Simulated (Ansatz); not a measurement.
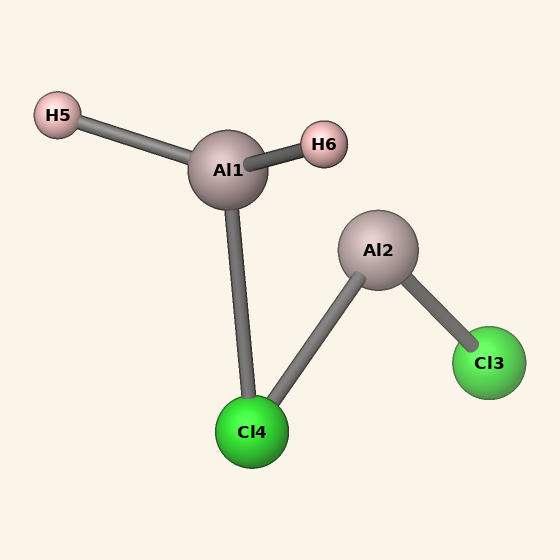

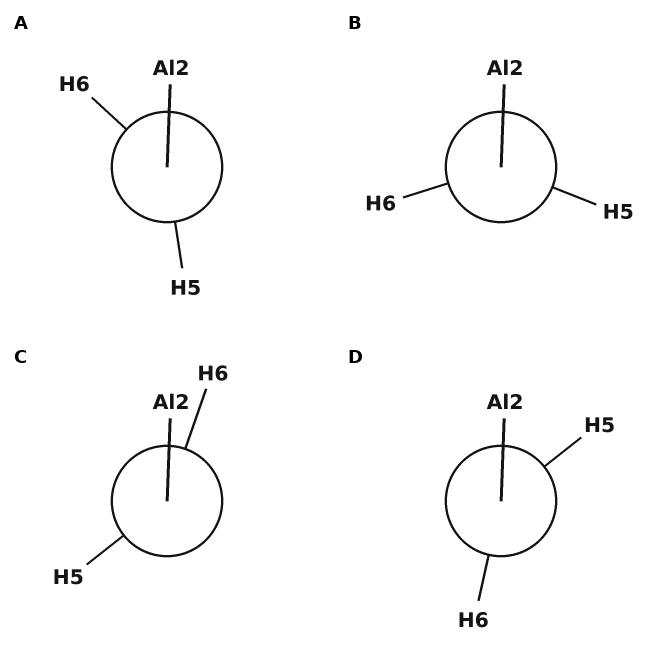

Depth is shown by fading: the farther an atom, the more it takes the colour of the background. Bonds that would overlap in a projection are set slightly apart. The geometry was computed by an optimisation with PBE0-D4/def2-TZVP. No frequency run is at hand to confirm it as a minimum.

**Which Newman projection shows the view along Cl4–Al1, with Cl4 in front?**

B. The torsion angle Al2–Cl4–Al1–H5 is 109°, anticlinal.
